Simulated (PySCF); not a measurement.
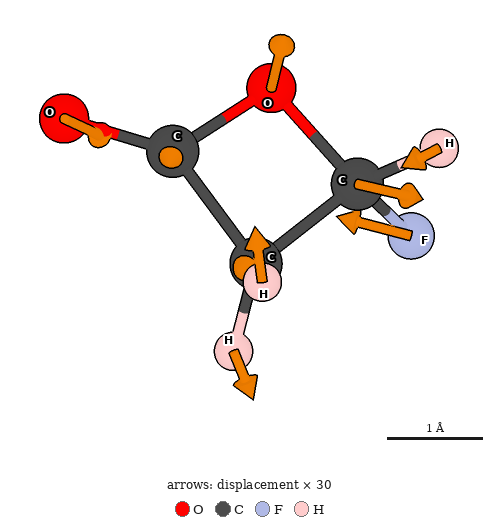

A relaxation of C$_{3}$H$_{3}$FO$_{2}$. The starting structure is drawn; orange arrows show the displacements, magnified 30 times. The two geometries are superimposed by the best rigid fit.

The picture is a ball-and-stick view, seen at a tilt.

The start comes from GFN2-xTB. Its atoms were then displaced at random by about 0.01 Å.

These are results of PySCF, PBE0-D3(BJ)/def2-SVP geometry optimisation, gas phase, not measurements. 

### What happened in the run?

The energy falls by 0.108 eV in 7 geometry steps. The atom that moves furthest after the best rigid fit is an O atom (0.039 Å). By element the largest moves are O 0.039 Å, C 0.032 Å, F 0.028 Å, H 0.021 Å. Some distances before and after: C–F 1.383 → 1.344 Å, C–C 1.488 → 1.524 Å, C–O 1.204 → 1.182 Å, C–H 1.077 → 1.098 Å. Among the angles between lasting bonds that change: F–C–H 105.5° → 108.8°, C–C–H 116.6° → 114.1°, C–C–H 121.1° → 118.8°.
